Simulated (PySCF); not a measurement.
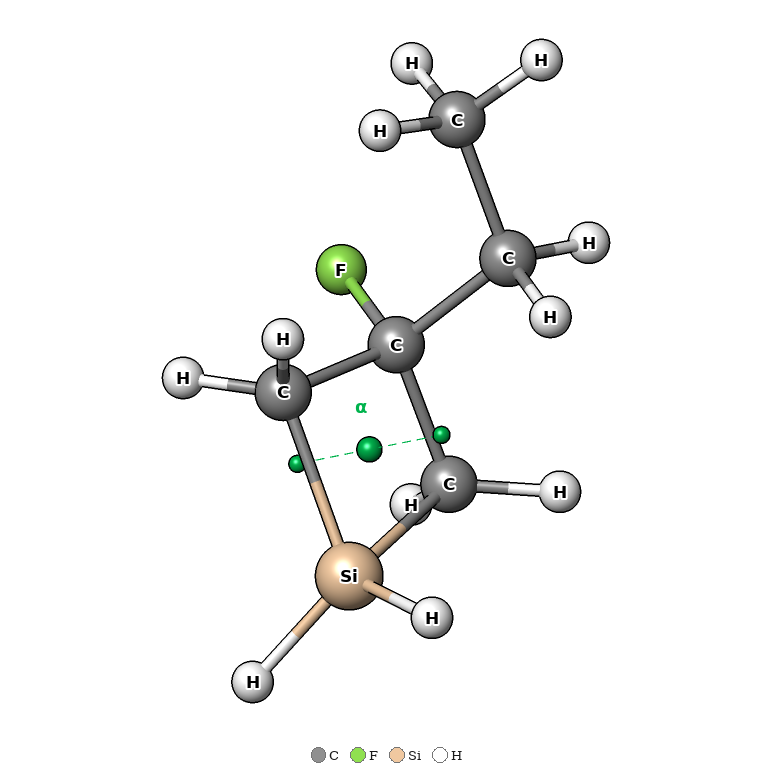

The small points mark where nucleus-independent chemical shifts (NICS) were computed: at the centre of each lettered ring and 1 Å above and below it. The computed structure is the end point of a GFN2-xTB optimisation. No frequency run is at hand to confirm it as a minimum. Properties computed with GIAO PBE0/pcSseg-1 NMR shielding, non-relativistic, gas phase (PySCF 2.14.0).

Give NICS(0), NICS(1) and the out-of-plane component NICS(1)zz for each ring (means of the two sides).

```csv
ring,members,NICS(0),NICS(1),NICS(1)zz
α,C3Si,−1.2,−1.6,3.4
```

Values in ppm.

The geometry is semi-empirical. Around Si such bond lengths and angles can be off by a tenth of an ångström or more and by several degrees, and values that hang on the shape move with them.
